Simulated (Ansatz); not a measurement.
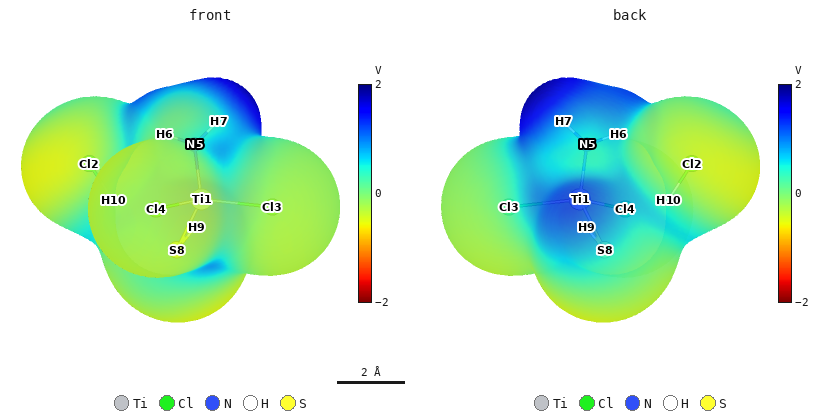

Figure. Cl2H3NSTi···HCl. The molecular electrostatic potential painted on the density surface at 0.001 e/bohr³, seen from the front and from behind; red is negative and blue positive.

Level of theory: Ansatz, RKS B3LYP/def2-SVP.

Input

```
crystal:
  periodic: [false, false, false]
  atoms:
    - { symbol: Ti, position_ang: [0.560967, -0.463274, -0.439541] }
    - { symbol: Cl, position_ang: [-1.329457, -0.79699, 2.581508] }
    - { symbol: Cl, position_ang: [1.469979, -0.426485, -2.43092] }
    - { symbol: Cl, position_ang: [0.200559, 1.570226, 0.306469] }
    - { symbol: "N", position_ang: [-0.933459, -1.50852, -0.628762] }
    - { symbol: H, position_ang: [-1.645935, -1.536138, 0.104175] }
    - { symbol: H, position_ang: [-1.195186, -2.040891, -1.458004] }
    - { symbol: S, position_ang: [2.036756, -1.589672, 1.056808] }
    - { symbol: H, position_ang: [1.444458, -2.787518, 0.835995] }
    - { symbol: H, position_ang: [-0.027382, -1.103538, 2.551873] }
basis:
  gaussian: { orbitals: def2-SVP }
hamiltonian:
  xc: b3lyp
relax:
  f_tol: 0.03
  max_steps: 50
output:
  orbitals: {}
```

Run with:

```sh
ansatz run input.yaml --threads 4 --pin off --max-ram 5120MiB --backend cpu --events-out ev --progress --plain --runs-dir out
```

The fields are those of the run's last geometry, not of the input's.

Question: Which sites attract a positive test charge, and which a negative one?

Answer: A positive charge is drawn to the negative regions and a negative charge to the positive ones. The most negative region (about −0.5 V) lies over Cl2, the most positive (about +1.8 V) over H7.
